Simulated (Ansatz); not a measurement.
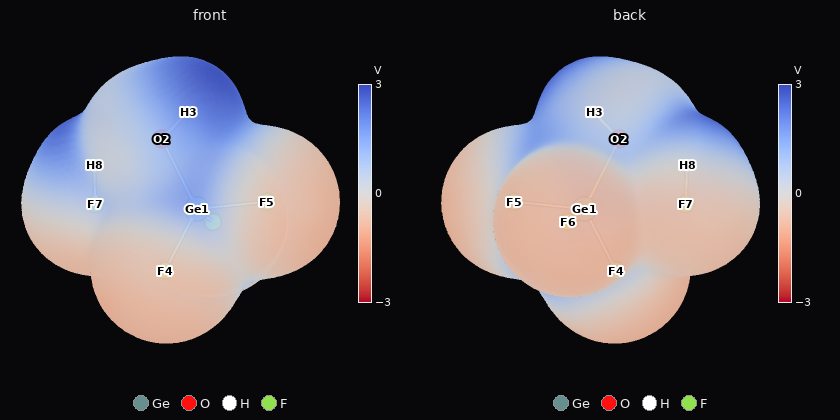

Figure. F$_{3}$GeHO···HF. The electrostatic potential painted on the density surface at 0.001 e/bohr³, seen from the front and from behind; red is negative and blue positive.

The calculation used RKS r2SCANh-D4/def2-SVP in Ansatz.

| atom | x (Å) | y (Å) | z (Å) |
| --- | --- | --- | --- |
| Ge | -0.0690 | -0.0499 | 0.0808 |
| O | -0.1814 | -0.1738 | 1.8270 |
| H | -0.7546 | 0.5004 | 2.2122 |
| F | 1.4599 | 0.3810 | -0.5241 |
| F | -1.0668 | 1.3005 | -0.2761 |
| F | -0.7662 | -1.3323 | -0.7903 |
| F | 1.2491 | -1.8936 | 0.9247 |
| H | 0.9418 | -1.6270 | 1.7686 |

Question: Describe the electrostatic potential map.

Answer: The most negative region (about −0.9 V) lies over F4, F5 and F6, the most positive (about +2.8 V) over H3.
